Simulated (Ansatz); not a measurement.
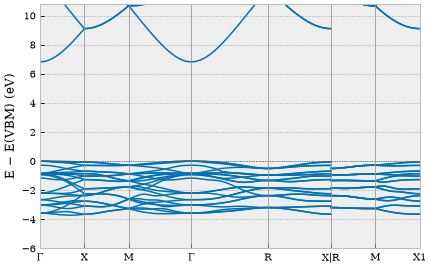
Fig. 1. Band structure from PBEsol (plane waves, PAW; program Ansatz)

Problem. Read off the gap and where the band edges lie.

Solution. About 6.8 eV (6.82 eV by a search for the band edges); maximum at Γ, minimum at Γ.

The material is MgF$_{2}$ in space group Pa-3 (No. 205; Mg on 4a, F on 8c).

The workflow started from a Materials Project entry (that database holds measured and hypothetical structures alike); the Crystallography Open Database copy checked does not list it. It is not the phase usual at ambient conditions (space group No. 136). Symmetry was held in the PBEsol relaxation; whether a distortion lowers the energy is not shown.

Potentials: the later of the program's two PAW sets.
